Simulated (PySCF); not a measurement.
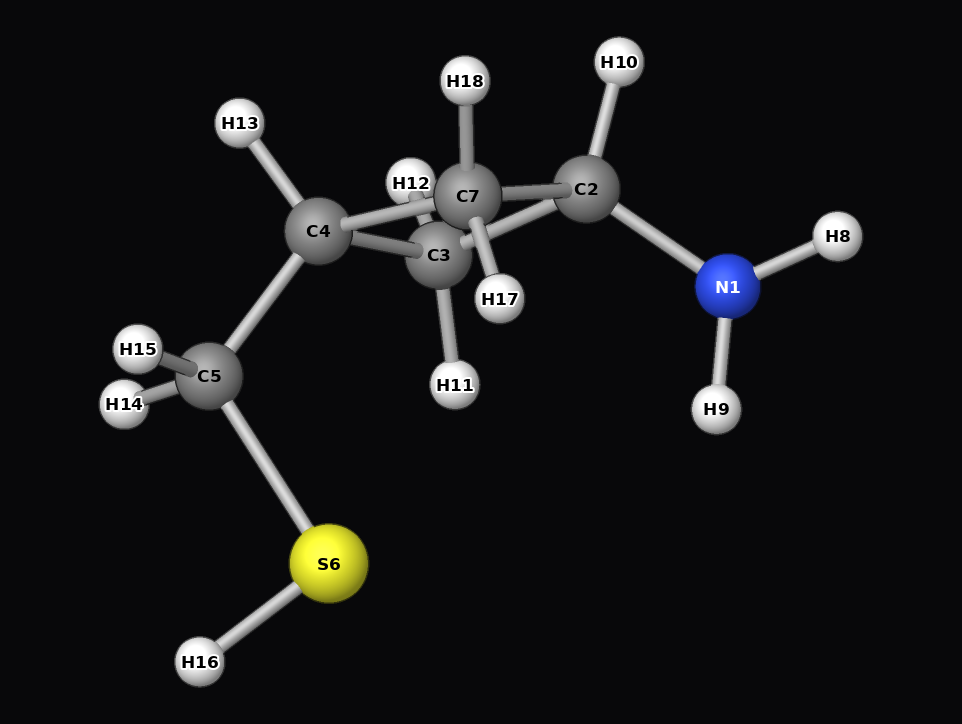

The questions are on Mulliken spin populations. Charge +1, doublet. The geometry was computed by an optimisation with GFN2-xTB. No frequency run is at hand to confirm it as a minimum. Properties computed with UKS B3LYP, pcH-1 on C H N S, non-relativistic (PySCF 2.14.0).

### Which atom carries the largest spin population?

N1 (0.53 e).

### Which atom has the lowest spin population?

H8, H9 (−0.02 e); a negative value comes from spin polarisation.

List the Mulliken spin populations.

```csv
atom,value (e)
N1,0.53
C2,0.01
C3,0.08
C4,−0.01
C5,−0.01
S6,0.26
C7,0.15
H8,−0.02
H9,−0.02
H10,0.01
H11,0.00
H12,0.01
H13,0.00
H14,0.00
H15,0.01
H16,−0.01
H17,0.00
H18,0.01
```

Mulliken values depend strongly on the basis set.
